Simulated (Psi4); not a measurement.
# AlNH4 (SMILES [H][Al]([H])[NH2]) at 5 levels

We compute a comparison of 5 runs (HF/3-21G, CAM-B3LYP/6-31G**, M06-HF-D3(0)/jun-cc-pV(D+d)Z, M06-2X/def2-TZVP, REMP2/cc-pV(D+d)Z) of AlNH4. 

The calculation is run with Psi4 1.11.

9 further runs of the same task are left out: 2 that didn't finish, 7 set aside as unsound or not needed.

**1. The molecule**

The species is AlNH4 (6 atoms), meant as a singlet with charge 0. SMILES: `[H][Al]([H])[NH2]`. The shape comes from GFN2-xTB, which is rough for such elements, and wasn't checked as a minimum.

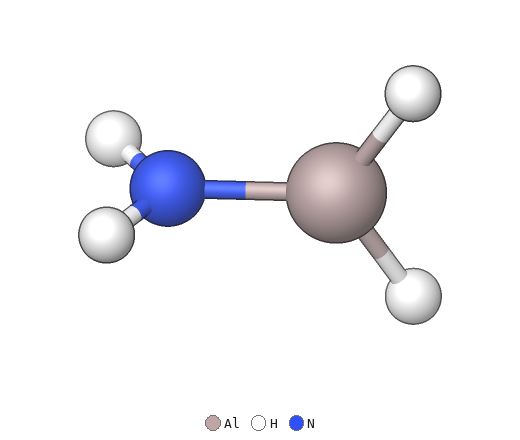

The structure, seen from a chosen angle (aluminium light grey, hydrogen white, nitrogen blue).

**2. Energy and gradient at HF/3-21G (run 1)**

File alh4n_ase.py:

```python
import numpy as np
from ase.calculators.psi4 import Psi4
from ase import Atoms

a = Atoms(['Al', 'H', 'H', 'N', 'H', 'H'], positions=[
    [0.411220, 0.709780, 0.004090],
    [1.951140, 0.754090, 0.040220],
    [-0.317540, 2.068550, -0.020570],
    [-0.477760, -0.827010, -0.006690],
    [-0.803830, -1.337930, -0.819770],
    [-0.763230, -1.367490, 0.802720],
])
calc = Psi4(atoms=a, method='scf', basis='3-21G', memory='1600MB', num_threads=1, charge=0, multiplicity=1, label='psi4-calc')
calc.psi4.set_options({'puream': True, 'e_convergence': 1e-09, 'd_convergence': 1e-08, 'scf_type': 'pk'})
a.calc = calc

forces = a.get_forces()
print(f'energy: {a.get_potential_energy():.6f} eV')
print('forces / eV A^-1')
print(np.round(forces, 5))
```

Started as:

```console
python alh4n_ase.py
```

psi4-calc.dat:

```text
[...]
  Running in c1 symmetry.
[...]
  Nuclear repulsion =   52.497281297986149
[...]
  Multiplicity = 1
[...]
  Nalpha       = 12
  Nbeta        = 12
[...]
    Number of basis functions: 30
[...]
   @RHF iter   1:  -296.98191248551473   -7.95704e-01   1.35083e-02 ADIIS/DIIS
[...]
   @RHF iter  10:  -297.05525097074968   -1.42109e-12   3.25568e-09 DIIS
[...]
    Orbital Energies [Eh]
    ---------------------
    Doubly Occupied:
       1A    -58.047214     2A    -15.422424     3A     -4.856618
       4A     -3.161254     5A     -3.159482     6A     -3.158827
       7A     -1.081945     8A     -0.606795     9A     -0.593993
      10A     -0.482989    11A     -0.435459    12A     -0.356543
[...]
  @RHF Final Energy:  -297.05525097074968
   => Energetics <=
    Nuclear Repulsion Energy =             52.4972812979861487
    One-Electron Energy =                -516.3779753767241800
    Two-Electron Energy =                 166.8254431079883489
    Total Energy =                       -297.0552509707496824
[...]
 Multipole Moments:
 ------------------------------------------------------------------------------------
     Multipole            Electronic (a.u.)      Nuclear  (a.u.)        Total (a.u.)
 ------------------------------------------------------------------------------------
 L = 1.  Multiply by 2.5417464519 to convert [e a0] to [Debye]
 Dipole X            :          0.3248403           -0.5977273           -0.2728870
 Dipole Y            :          0.5593853           -1.0275322           -0.4681469
 Dipole Z            :         -0.0004052           -0.0025448           -0.0029500
 Magnitude           :                                                    0.5418834
[...]
  -Total Gradient:
     Atom            X                  Y                   Z
    ------   -----------------  -----------------  -----------------
       1        0.004740208494     0.007679756002     0.000147974547
       2       -0.019485285062    -0.000265597605    -0.000838240125
       3        0.009324894043    -0.016713948026     0.000708743294
       4        0.014682188558     0.025134981860    -0.000041928533
       5       -0.004194065407    -0.008242865892    -0.002790090515
       6       -0.005067940624    -0.007592326337     0.002813541332
[...]
```

Standard output:

```text
energy: -8083.285105 eV
forces / eV A^-1
[[-0.24375 -0.39491 -0.00761]
 [ 1.00197  0.01366  0.0431 ]
 [-0.47951  0.85947 -0.03645]
 [-0.75499 -1.29249  0.00216]
 [ 0.21567  0.42387  0.14347]
 [ 0.2606   0.39041 -0.14468]]
```

It took 4.2 s on 1 thread of Intel Xeon Platinum 8259CL at 2.50GHz (Skylake/Cascade Lake), shared host; peak memory 0.19 GiB.

**3. Energy and forces at CAM-B3LYP/6-31G(d,p) (spherical functions) (run 2)**

File input.json:

```json
{
 "schema_name": "qcschema_input",
 "schema_version": 1,
 "molecule": {
  "schema_name": "qcschema_molecule",
  "schema_version": 2,
  "symbols": ["Al", "H", "H", "N", "H", "H"],
  "geometry": [0.77709318, 1.34128981, 0.00772898, 3.68712023, 1.42502357, 0.07600478, -0.60006363, 3.90899298, -0.03887167, -0.90283555, -1.5628224, -0.01264227, -1.51901855, -2.52832127, -1.54914079, -1.44229567, -2.58418158, 1.51692095],
  "molecular_charge": 0,
  "molecular_multiplicity": 1,
  "fix_symmetry": "c1",
  "fix_com": true,
  "fix_orientation": true
 },
 "driver": "gradient",
 "model": {
  "method": "cam-b3lyp",
  "basis": "6-31G**"
 },
 "keywords": {
  "puream": true,
  "e_convergence": 1e-09,
  "d_convergence": 1e-08,
  "scf_type": "pk",
  "dft_radial_points": 99,
  "dft_spherical_points": 590,
  "scf_properties": ["DIPOLE", "QUADRUPOLE", "MULLIKEN_CHARGES"]
 }
}
```

Started as:

```console
psi4 --qcschema input.json -n 1 --memory 1600MB
```

stdout:

```text
[...]
  Running in c1 symmetry.
[...]
  Nuclear repulsion =   52.497281324296338
[...]
  Multiplicity = 1
[...]
  Nalpha       = 12
  Nbeta        = 12
[...]
    Number of basis functions: 52
[...]
   @RKS iter   1:  -299.32531827983610   -4.80861e-01   1.35958e-02 ADIIS/DIIS
[...]
   @RKS iter  10:  -299.54283244910198   -2.23395e-11   4.76522e-09 DIIS
[...]
  @RKS Final Energy:  -299.54283244910198
   => Energetics <=
    Nuclear Repulsion Energy =             52.4972813242963383
    One-Electron Energy =                -518.4527914691786918
    Two-Electron Energy =                 186.6226545103867238
    DFT Exchange-Correlation Energy =     -20.2099768146063532
    Empirical Dispersion Energy =           0.0000000000000000
    VV10 Nonlocal Energy =                  0.0000000000000000
    Total Energy =                       -299.5428324491019794
[...]
 Multipole Moments:
 ------------------------------------------------------------------------------------
     Multipole            Electronic (a.u.)      Nuclear  (a.u.)        Total (a.u.)
 ------------------------------------------------------------------------------------
 L = 1.  Multiply by 2.5417464519 to convert [e a0] to [Debye]
 Dipole X            :         -4.1705518            3.9081049           -0.2624469
 Dipole Y            :         -7.1698200            6.7185244           -0.4512956
 Dipole Z            :         -0.0196521            0.0168941           -0.0027580
 Magnitude           :                                                    0.5220668
 L = 2.  Multiply by 1.3450342976 to convert [e a0^2] to [Debye ang]
 Quadrupole XX       :        -49.6964262           31.8987099          -17.7977164
 Quadrupole XY       :        -32.5010958           33.9031040            1.4020082
[...]
  -Total Gradient:
     Atom            X                  Y                   Z
    ------   -----------------  -----------------  -----------------
       1        0.003193453849     0.004982604293     0.000095011687
       2       -0.013757277849     0.000395891199    -0.000823483128
       3        0.007046887935    -0.011450432276     0.000739221876
       4        0.008915018692     0.015374847562    -0.000058788110
       5       -0.002016861627    -0.005085709830    -0.000131674695
       6       -0.003380284323    -0.004215588131     0.000179729430
[...]
```

The result, in JSON:

```text
{
 "driver": "gradient",
 "model": {
  "method": "cam-b3lyp",
  "basis": "6-31G**"
 },
 "success": true,
 "return_result": [0.003193453849459297, 0.0049826042932948275, 9.501168743512525e-05, -0.013757277848505708, 0.0003958911988829303, -0.0008234831284788737, 0.00704688793465149, -0.011450432275825206, 0.0007392218760447542, 0.008915018691840942, 0.01537484756185753, -5.878810982138085e-05, -0.0020168616269649747, -0.005085709830202567, -0.00013167469504596352, -0.003380284322724511, -0.0042155881308710424, 0.00017972942992214302],
 "properties": {
  "calcinfo_nbasis": 52,
  "calcinfo_nmo": 52,
  "calcinfo_nalpha": 12,
  "calcinfo_nbeta": 12,
  "calcinfo_natom": 6,
  "nuclear_repulsion_energy": 52.49728132429634,
  "return_energy": -299.542832449102,
  "return_gradient": [0.003193453849459297, 0.0049826042932948275, 9.501168743512525e-05, -0.013757277848505708, 0.0003958911988829303, -0.0008234831284788737, 0.00704688793465149, -0.011450432275825206, 0.0007392218760447542, 0.008915018691840942, 0.01537484756185753, -5.878810982138085e-05, -0.0020168616269649747, -0.005085709830202567, -0.00013167469504596352, -0.003380284322724511, -0.0042155881308710424, 0.00017972942992214302],
  "scf_one_electron_energy": -518.4527914691787,
  "scf_two_electron_energy": 186.62265451038672,
  "scf_xc_energy": -20.209976814606353,
  "scf_dipole_moment": [-0.26244693872539493, -0.4512956066011693, -0.0027580155753489377],
  "scf_total_energy": -299.542832449102,
  "scf_total_gradient": [0.003193453849459297, 0.0049826042932948275, 9.501168743512525e-05, -0.013757277848505708, 0.0003958911988829303, -0.0008234831284788737, 0.00704688793465149, -0.011450432275825206, 0.0007392218760447542, 0.008915018691840942, 0.01537484756185753, -5.878810982138085e-05, -0.0020168616269649747, -0.005085709830202567, -0.00013167469504596352, -0.003380284322724511, -0.0042155881308710424, 0.00017972942992214302],
  "scf_iterations": 10
 }
}
```

Run time: 18 s. Hardware: 1 thread of Intel Xeon Platinum 8259CL at 2.50GHz (Skylake/Cascade Lake), shared host; peak memory 0.68 GiB.

Runs 3 to 4 aren't shown in full; the table further down has their settings and results.

**4. The energy at REMP2/cc-pV(D+d)Z (fitted SCF) (run 5)**

File calc.dat:

```
memory 1600 MB

molecule {
  0 1
  Al
  H 1 1.540981
  H 1 1.542062 2 116.57065
  N 1 1.775423 2 121.6953 3 -179.93193
  H 4 1.01413 1 127.00947 2 -93.23366
  H 4 1.014276 5 106.31125 1 179.82272
  units angstrom
  symmetry c1
}

set globals {
  reference   rhf
  freeze_core true
  cc_type     conv
}

energy("remp2/cc-pV(D+d)Z")
print_variables()
```

Started as:

```console
psi4 -i calc.dat -o calc.out -n 1
```

calc.out:

```text
[...]
  Running in c1 symmetry.
[...]
  Nuclear repulsion =   52.497274482832459
[...]
  Multiplicity = 1
[...]
  Nalpha       = 12
  Nbeta        = 12
[...]
    Number of basis functions: 57
[...]
   @RHF iter   1:  -298.60544924008559   -7.51395e-01   8.11064e-03 ADIIS/DIIS
[...]
   @RHF iter  10:  -298.70529637470310   -7.16227e-12   5.72011e-09 DIIS
[...]
    Orbital Energies [Eh]
    ---------------------
    Doubly Occupied:
       1A    -58.460263     2A    -15.514517     3A     -4.877026
       4A     -3.193439     5A     -3.189716     6A     -3.188889
       7A     -1.094706     8A     -0.616090     9A     -0.597319
      10A     -0.486704    11A     -0.436969    12A     -0.369663
[...]
  @RHF Final Energy:  -298.70529637470310
   => Energetics <=
    Nuclear Repulsion Energy =             52.4972744828324593
    One-Electron Energy =                -518.3545356168800708
    Two-Electron Energy =                 167.1519647593445370
    Total Energy =                       -298.7052963747030958
[...]
 Multipole Moments:
 ------------------------------------------------------------------------------------
     Multipole            Electronic (a.u.)      Nuclear  (a.u.)        Total (a.u.)
 ------------------------------------------------------------------------------------
 L = 1.  Multiply by 2.5417464519 to convert [e a0] to [Debye]
 Dipole X            :          0.0052625           -0.0059401           -0.0006776
 Dipole Y            :          0.5686928           -1.0099708           -0.4412780
 Dipole Z            :          0.3531041           -0.6269218           -0.2738177
 Magnitude           :                                                    0.5193293
[...]
	SCS-MP2 Total Energy (a.u.)        :  -298.95544503997689
	SOS-MP2 Total Energy (a.u.)        :  -298.95811522836362
	SCSN-MP2 Total Energy (a.u.)       :  -298.79388112981559
[...]
	SOS-PI-MP2 Total Energy (a.u.)     :  -298.97756283249134
[...]
	MP2 Total Energy (a.u.)            :  -298.95010466320343
[...]
```

It took 6.6 s on 1 thread of Intel Xeon Platinum 8259CL at 2.50GHz (Skylake/Cascade Lake), shared host; peak memory 0.29 GiB.

**5. Overview of the runs**

```csv
run,level,integration grid,integrals,energy (Eh),dipole moment (D),HOMO energy (eV),LUMO energy (eV),wall time
1,HF/3-21G,–,pk,-297.055251,1.38,-9.70,1.50,4.2 s
2,CAM-B3LYP/6-31G** (spherical functions),99 radial × 590 angular,pk,-299.542832,1.33,-7.87,-0.23,18 s
3,M06-HF-D3(0)/jun-cc-pV(D+d)Z (density fitting),75 radial × 302 angular,df,-299.544172,1.31,-10.20,-0.55,17 s
4,M06-2X/def2-TZVP,99 radial × 590 angular,pk,-299.568593,1.20,-8.19,-0.73,59 s
5,REMP2/cc-pV(D+d)Z (fitted SCF),–,df,-298.975716,–,-10.06,1.50,6.6 s
```

**6. Summary of results**

| quantity | value |
| --- | --- |
| run 5: total energy | -298.97572 Eh |
| run 5: HOMO energy (Hartree–Fock orbitals) | -10.06 eV |
| run 5: LUMO energy (Hartree–Fock orbitals) | 1.50 eV |
| run 5: HOMO–LUMO gap (Hartree–Fock orbitals) | 11.56 eV |
| run 5: correlation energy (6 core orbitals frozen) | -270.4 mEh |

**Reading.** Over runs 1, 2, 3, 4 the dipole moment (its size) runs from 1.20 D (M06-2X/def2-TZVP) to 1.38 D (HF/3-21G). The two ends differ in method and basis. Over runs 1, 2, 3, 4 the HOMO–LUMO gap runs from 7.46 eV (M06-2X/def2-TZVP) to 11.20 eV (HF/3-21G). Totals of different functionals can't be ranked against each other. All runs together took 1.7 min, the longest 59 s.
